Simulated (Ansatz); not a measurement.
# Run report: C2H6ClGaO, nudged elastic band

- system: C2H6ClGaO, SMILES CC[O][GaH][Cl]
- method: RKS r2SCAN/def2-SVP (Ansatz 0.2.0)

One setting was made poor on purpose. It belongs to a series of runs on one base structure; here: band between the two ends. Figures and captions count atoms from 1; the log counts them from 0 in places.

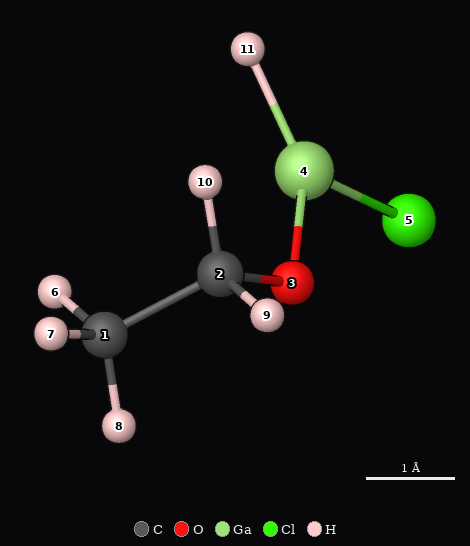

Figure 1. The structure as given in the input (ball-and-stick view, seen at a tilt; atoms are numbered from 1 in the order of the input). Sticks mark near contacts. Bond lengths as drawn: Cl–Ga 2.14 Å, C–C 1.52 Å, C–H 1.10 to 1.11 Å, C–O 1.42 Å, Ga–H 1.55 Å and Ga–O 1.77 Å.

**The input**
```yaml
crystal:
  periodic: [false, false, false]
  atoms:
    - { symbol: C, position_ang: [0.765627, 1.381654, 0.143773] }
    - { symbol: C, position_ang: [0.128809, 0.213139, 0.871889] }
    - { symbol: O, position_ang: [-0.992699, -0.27992, 0.159453] }
    - { symbol: Ga, position_ang: [-0.91539, -1.68799, -0.917294] }
    - { symbol: Cl, position_ang: [-2.75285, -2.037581, -1.952497] }
    - { symbol: H, position_ang: [1.171216, 1.061562, -0.830771] }
    - { symbol: H, position_ang: [1.590385, 1.814248, 0.732831] }
    - { symbol: H, position_ang: [0.017407, 2.167733, -0.041261] }
    - { symbol: H, position_ang: [-0.228067, 0.536884, 1.866972] }
    - { symbol: H, position_ang: [0.886105, -0.579099, 1.049829] }
    - { symbol: H, position_ang: [0.329458, -2.590629, -1.082925] }
basis:
  gaussian: { orbitals: def2-SVP }
hamiltonian:
  xc: r2scan
neb:
  order_check: false
  images: 5
  f_tol: 0.05
  max_iterations: 58
  initial_path: idpp
  spring: 50.0
  final_atoms:
    - { symbol: C, position_ang: [0.64511896, 1.32775066, 0.05974669] }
    - { symbol: C, position_ang: [0.22571314, 0.14444651, 0.91142385] }
    - { symbol: O, position_ang: [-1.0224166, -0.38315179, 0.48848919] }
    - { symbol: Ga, position_ang: [-1.22633931, -1.54137832, -0.83518697] }
    - { symbol: Cl, position_ang: [0.6152925, -2.24251035, -1.70853379] }
    - { symbol: H, position_ang: [0.82523749, 1.01099748, -0.98107141] }
    - { symbol: H, position_ang: [1.57578095, 1.77747298, 0.44158441] }
    - { symbol: H, position_ang: [-0.13982774, 2.10007998, 0.05872774] }
    - { symbol: H, position_ang: [0.10264536, 0.45565183, 1.96444045] }
    - { symbol: H, position_ang: [1.01504055, -0.6318998, 0.88895375] }
    - { symbol: H, position_ang: [-2.61624429, -2.01745819, -1.28857489] }
```

Run on 2 threads of Arm Neoverse N1, 24 GiB of memory available, shared host.

Command:
```bash
ansatz run input.yaml --threads 2 --pin off --max-ram 3072MiB --backend cpu --events-out ev --progress --plain --runs-dir out
```

**Log**
```
Engine: ansatz 0.2.0, aarch64-unknown-linux-gnu
Functional definition: r2SCAN
  parameter k0 = 0.174
  parameter k1 = 0.065
  parameter a1 = 4.9479
  exchange = r2scan_x(k0 = k0, k1 = k1, a1 = a1)
  correlation = r2scan_c
1357 factors; their error is unknown
mean field evaluation 1: about -69095.6770 eV, gradient 6.4e1 eV
mean field evaluation 2: about -69037.8376 eV, gradient 1.6e2 eV
mean field evaluation 4: about -69104.3219 eV, gradient 9.7e0 eV
mean field evaluation 8: about -69104.5124 eV, gradient 2.8e-1 eV
mean field evaluation 16: about -69104.4456 eV, gradient 1.6e-4 eV
mean field -69104.44559383 eV, -2539.5415348976 hartree, gradient 4.7e-5 eV, S^2 0.000000; 0 other end points of the search recorded, 0 dependent functions left out
the calculation of the forces begins
reference -69104.44560601 eV, -2539.5415353454 hartree; 37, 37 occupied and 85, 85 virtual orbitals, 1357 factors
1357 factors; their error is unknown
mean field evaluation 32: about -69104.5362 eV, gradient 7.5e-4 eV
mean field -69104.53622751 eV, -2539.5448656239 hartree, gradient 2.4e-5 eV, S^2 0.000000; 0 other end points of the search recorded, 0 dependent functions left out
[... from here on the field's lines of each further geometry are left out, up to the last ...]
NEB iter   1: max|band force component| = 5.020e-1 eV/Å  barrier→ = 0.2111 eV  barrier← = 0.3017 eV  Δτ_max = 0.1027 Å  (206 SCF iters)
NEB iter   2: max|band force component| = 2.133e-1 eV/Å  barrier→ = 0.1841 eV  barrier← = 0.2747 eV  CI = image 3  Δτ_max = 0.1584 Å  (156 SCF iters)
NEB iter   3: max|band force component| = 1.811e-1 eV/Å  barrier→ = 0.1786 eV  barrier← = 0.2692 eV  CI = image 3  Δτ_max = 0.2000 Å  (154 SCF iters)
NEB iter   4: max|band force component| = 2.984e-1 eV/Å  barrier→ = 0.1723 eV  barrier← = 0.2630 eV  CI = image 3  Δτ_max = 0.1000 Å  (163 SCF iters)
NEB iter   5: max|band force component| = 2.142e-1 eV/Å  barrier→ = 0.1674 eV  barrier← = 0.2580 eV  CI = image 3  Δτ_max = 0.0997 Å  (155 SCF iters)
NEB iter   6: max|band force component| = 1.754e-1 eV/Å  barrier→ = 0.1644 eV  barrier← = 0.2551 eV  CI = image 3  Δτ_max = 0.1001 Å  (153 SCF iters)
NEB iter   7: max|band force component| = 6.794e-2 eV/Å  barrier→ = 0.1602 eV  barrier← = 0.2508 eV  CI = image 3  Δτ_max = 0.1995 Å  (155 SCF iters)
NEB iter   8: max|band force component| = 1.221e-1 eV/Å  barrier→ = 0.1572 eV  barrier← = 0.2478 eV  CI = image 3  Δτ_max = 0.1001 Å  (154 SCF iters)
NEB iter   9: max|band force component| = 1.477e-1 eV/Å  barrier→ = 0.1550 eV  barrier← = 0.2456 eV  CI = image 3  Δτ_max = 0.0499 Å  (159 SCF iters)
NEB iter  10: max|band force component| = 1.068e-1 eV/Å  barrier→ = 0.1537 eV  barrier← = 0.2443 eV  CI = image 3  Δτ_max = 0.0501 Å  (155 SCF iters)
NEB iter  11: max|band force component| = 6.447e-2 eV/Å  barrier→ = 0.1523 eV  barrier← = 0.2429 eV  CI = image 3  Δτ_max = 0.0501 Å  (156 SCF iters)
NEB iter  12: max|band force component| = 3.745e-2 eV/Å  barrier→ = 0.1511 eV  barrier← = 0.2417 eV  CI = image 3  Δτ_max = 0.0501 Å  (157 SCF iters)
NEB iter  13: max|band force component| = 6.047e-1 eV/Å  barrier→ = 0.1499 eV  barrier← = 0.2406 eV  CI = image 3  Δτ_max = 0.1006 Å  (31 SCF iters)
NEB iter  14: max|band force component| = 3.836e-1 eV/Å  barrier→ = 0.1487 eV  barrier← = 0.2393 eV  CI = image 3  Δτ_max = 0.0997 Å  (154 SCF iters)
NEB iter  15: max|band force component| = 1.800e-1 eV/Å  barrier→ = 0.1479 eV  barrier← = 0.2386 eV  CI = image 3  Δτ_max = 0.0990 Å  (154 SCF iters)
NEB iter  16: max|band force component| = 8.482e-2 eV/Å  barrier→ = 0.1483 eV  barrier← = 0.2389 eV  CI = image 3  Δτ_max = 0.1001 Å  (156 SCF iters)
NEB iter  17: max|band force component| = 8.969e-2 eV/Å  barrier→ = 0.1467 eV  barrier← = 0.2374 eV  CI = image 3  Δτ_max = 0.0321 Å  (158 SCF iters)
the calculation of the forces begins
reference -69104.46616521 eV, -2539.5422908821 hartree; 37, 37 occupied and 85, 85 virtual orbitals, 1357 factors
1357 factors; their error is unknown
mean field evaluation 800: about -69104.2990 eV, gradient 1.6e-3 eV
mean field -69104.29898934 eV, -2539.5361472820 hartree, gradient 1.6e-5 eV, S^2 0.000000; 1 other end points of the search recorded, 0 dependent functions left out
the calculation of the forces begins
reference -69104.29900154 eV, -2539.5361477302 hartree; 37, 37 occupied and 85, 85 virtual orbitals, 1357 factors
NEB iter  18: max|band force component| = 2.616e-2 eV/Å  barrier→ = 0.1466 eV  barrier← = 0.2372 eV  CI = image 3  Δτ_max = 0.0000 Å  (315 SCF iters)
```

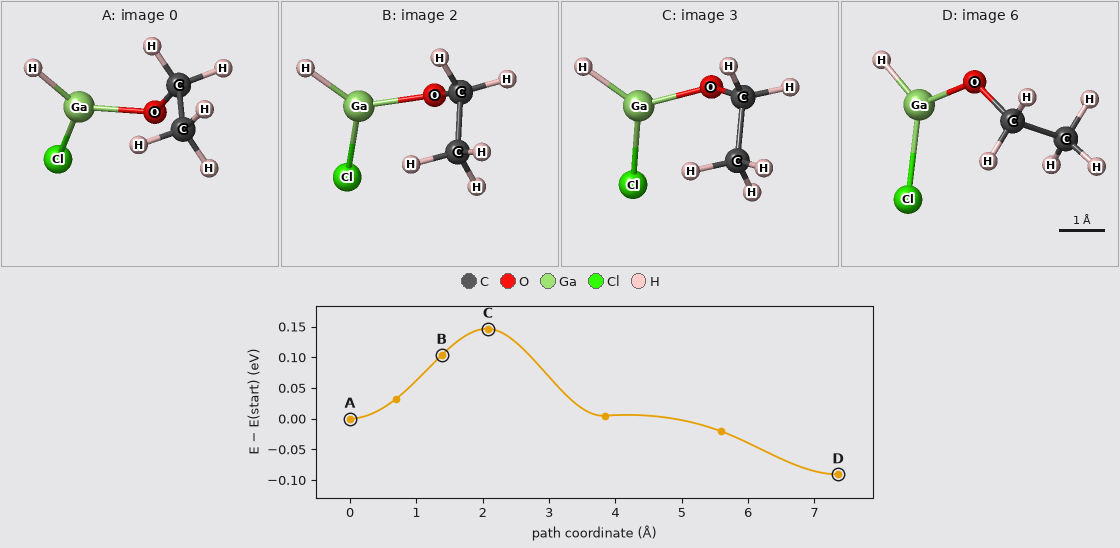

Figure 2. Images of the last band (counted from 0; ball-and-stick, seen at a tilt) above the energy along the path; the line is a cubic interpolation that uses the forces. The highest image is number 3, 0.147 eV above the start and 0.237 eV above the end (the climbing image); the end lies 0.091 eV below the start. The path is 7.36 Å long. The band converged in 18 iterations.

```
Total energy: -69104.29900154 eV, -2539.5361477302 hartree
Atom 0 at     0.468415     1.288187    -0.009058 Å, force    -0.000457    -0.003521    -0.002094 eV/Å
Atom 1 at     0.177296     0.264666     1.073913 Å, force     0.002203     0.003344    -0.001780 eV/Å
Atom 2 at    -0.646296    -0.784826     0.625091 Å, force     0.001503    -0.004402     0.009152 eV/Å
Atom 3 at    -0.616125    -1.783433    -0.837344 Å, force     0.005582     0.008676    -0.004496 eV/Å
Atom 4 at    -1.950441    -1.130145    -2.392716 Å, force    -0.000585    -0.001100    -0.000571 eV/Å
Atom 5 at     1.025784     0.826228    -0.844685 Å, force     0.000614     0.000964    -0.001467 eV/Å
Atom 6 at     1.080850     2.118435     0.378307 Å, force    -0.000903    -0.002168     0.000658 eV/Å
Atom 7 at    -0.467428     1.703375    -0.414710 Å, force    -0.000533    -0.000479    -0.000572 eV/Å
Atom 8 at    -0.345095     0.753045     1.916950 Å, force    -0.002082    -0.000700    -0.000212 eV/Å
Atom 9 at     1.129723    -0.133390     1.481263 Å, force    -0.001632    -0.000175     0.000195 eV/Å
Atom 10 at     0.143319    -3.122143    -0.977011 Å, force    -0.003710    -0.000439     0.001186 eV/Å
Dipole moment:     0.423012     0.022806     0.170835 e Å
this run last wrote the band of iteration 18 to [file]; this run last wrote the band within `neb.f_tol` of iteration 12 to [file]
```

**The last band as extended XYZ (Å, eV, eV/Å)**
```
11
Properties=species:S:1:pos:R:3:forces:R:3 image=0 energy=-69104.44559
C     0.7656    1.3817    0.1438    0.0000   0.0023  -0.0038
C     0.1288    0.2131    0.8719   -0.0103  -0.0043   0.0051
O    -0.9927   -0.2799    0.1595    0.0013   0.0016  -0.0046
Ga   -0.9154   -1.6880   -0.9173    0.0041   0.0054   0.0045
Cl   -2.7529   -2.0376   -1.9525   -0.0021  -0.0013   0.0004
H     1.1712    1.0616   -0.8308    0.0006   0.0073   0.0022
H     1.5904    1.8142    0.7328   -0.0027  -0.0030  -0.0018
H     0.0174    2.1677   -0.0413    0.0042  -0.0008  -0.0004
H    -0.2281    0.5369    1.8670    0.0031   0.0001   0.0008
H     0.8861   -0.5791    1.0498    0.0010  -0.0024  -0.0021
H     0.3295   -2.5906   -1.0829    0.0009  -0.0049  -0.0002
11
Properties=species:S:1:pos:R:3:forces:R:3 image=1 energy=-69104.41337
C     0.6553    1.3425    0.1011    0.0116   0.0010   0.0063
C     0.1419    0.2087    0.9709    0.0155   0.0105  -0.0019
O    -0.9427   -0.4446    0.3428   -0.0355   0.0126  -0.0330
Ga   -0.7990   -1.6945   -0.9082   -0.0030   0.0013   0.0000
Cl   -2.5064   -1.7246   -2.1985   -0.0222  -0.0486   0.0142
H     1.0879    0.9500   -0.8360    0.0055   0.0088   0.0056
H     1.4318    1.9325    0.6134    0.0159  -0.0088   0.0134
H    -0.1763    2.0126   -0.1667    0.0161   0.0150   0.0109
H    -0.2274    0.6081    1.9331   -0.0044  -0.0072  -0.0045
H     0.9682   -0.4921    1.2148   -0.0164  -0.0110  -0.0133
H     0.3667   -2.6986   -1.0667    0.0169   0.0264   0.0020
11
Properties=species:S:1:pos:R:3:forces:R:3 image=2 energy=-69104.34151
C     0.5519    1.3187    0.0537    0.0100   0.0035   0.0063
C     0.1625    0.2249    1.0330   -0.0057   0.0011  -0.0023
O    -0.8355   -0.6087    0.4860   -0.0242   0.0256  -0.0240
Ga   -0.6959   -1.7335   -0.8791   -0.0095   0.0062  -0.0003
Cl   -2.2239   -1.4061   -2.3490   -0.0314  -0.0561   0.0053
H     1.0381    0.8875   -0.8402    0.0046   0.0069   0.0025
H     1.2511    2.0431    0.5009    0.0210  -0.0089   0.0139
H    -0.3480    1.8584   -0.2802    0.0167   0.0210   0.0111
H    -0.2583    0.6746    1.9507    0.0027  -0.0040  -0.0019
H     1.0607   -0.3487    1.3453   -0.0183  -0.0237  -0.0160
H     0.2972   -2.9101   -1.0211    0.0341   0.0285   0.0054
11
Properties=species:S:1:pos:R:3:forces:R:3 image=3 energy=-69104.29899
C     0.4684    1.2882   -0.0091   -0.0005  -0.0035  -0.0021
C     0.1773    0.2647    1.0739    0.0022   0.0033  -0.0018
O    -0.6463   -0.7848    0.6251    0.0015  -0.0044   0.0092
Ga   -0.6161   -1.7834   -0.8373    0.0056   0.0087  -0.0045
Cl   -1.9504   -1.1301   -2.3927   -0.0006  -0.0011  -0.0006
H     1.0258    0.8262   -0.8447    0.0006   0.0010  -0.0015
H     1.0809    2.1184    0.3783   -0.0009  -0.0022   0.0007
H    -0.4674    1.7034   -0.4147   -0.0005  -0.0005  -0.0006
H    -0.3451    0.7530    1.9169   -0.0021  -0.0007  -0.0002
H     1.1297   -0.1334    1.4813   -0.0016  -0.0002   0.0002
H     0.1433   -3.1221   -0.9770   -0.0037  -0.0004   0.0012
11
Properties=species:S:1:pos:R:3:forces:R:3 image=4 energy=-69104.44056
C     0.3246    1.2906   -0.0919    0.0004   0.0108  -0.0076
C     0.3706    0.2802    1.0373   -0.0046  -0.0260   0.0116
O     0.0370   -1.0457    0.6832   -0.0029   0.0167  -0.0222
Ga   -0.6668   -1.8689   -0.7092    0.0041  -0.0067   0.0144
Cl   -1.2341   -0.7905   -2.4886   -0.0039   0.0063   0.0025
H     1.0047    1.0072   -0.9115    0.0028  -0.0027   0.0026
H     0.6344    2.2807    0.2793    0.0009   0.0001  -0.0020
H    -0.6881    1.3853   -0.5132    0.0015  -0.0010   0.0007
H    -0.3093    0.5988    1.8511   -0.0011   0.0027  -0.0023
H     1.3875    0.2555    1.4731   -0.0021  -0.0006   0.0004
H    -0.8603   -3.3931   -0.6096    0.0049   0.0004   0.0018
11
Properties=species:S:1:pos:R:3:forces:R:3 image=5 energy=-69104.46615
C     0.0904    1.3651   -0.0529   -0.0056   0.0022   0.0018
C     0.3985    0.2980    0.9812    0.0024   0.0037  -0.0012
O    -0.2543   -0.9367    0.7605   -0.0078  -0.0005   0.0015
Ga   -0.5739   -1.9243   -0.6672    0.0005  -0.0017  -0.0012
Cl    0.0282   -1.2430   -2.6237    0.0288  -0.0079  -0.0028
H     0.4736    1.0879   -1.0465   -0.0135   0.0023  -0.0036
H     0.5528    2.3222    0.2376   -0.0002   0.0003   0.0003
H    -0.9973    1.5245   -0.1339   -0.0066   0.0042   0.0109
H     0.0788    0.6450    1.9809    0.0113  -0.0006   0.0040
H     1.4925    0.1348    1.0398    0.0031  -0.0055  -0.0119
H    -1.2892   -3.2735   -0.4760   -0.0125   0.0033   0.0022
11
Properties=species:S:1:pos:R:3:forces:R:3 image=6 energy=-69104.53623
C     0.4957    1.3901    0.0684    0.0000   0.0024   0.0015
C     0.1198    0.1938    0.9223    0.0016  -0.0019  -0.0028
O    -1.0201   -0.4756    0.4050    0.0005   0.0008  -0.0020
Ga   -0.9735   -1.6866   -0.8860   -0.0013  -0.0072   0.0033
Cl    1.0069   -2.2125   -1.5549    0.0010   0.0022   0.0000
H     0.8080    1.0645   -0.9379    0.0003  -0.0004   0.0000
H     1.3334    1.9471    0.5180    0.0003   0.0008  -0.0001
H    -0.3609    2.0741   -0.0363   -0.0007   0.0005   0.0002
H    -0.1367    0.5203    1.9462   -0.0008   0.0003  -0.0008
H     0.9835   -0.4944    1.0041    0.0008  -0.0006   0.0016
H    -2.2561   -2.3208   -1.4489   -0.0016   0.0031  -0.0009
```

**Summary**

| quantity | value |
| --- | --- |
| outcome | converged |
| barrier, forward | 0.147 eV |
| barrier, backward | 0.237 eV |
| wall time | 13 min (CPU time 26 min) |
| peak memory | 0.22 GiB |

**Notes**

A deliberately poor setting: spring. The order of the saddle point was not checked.
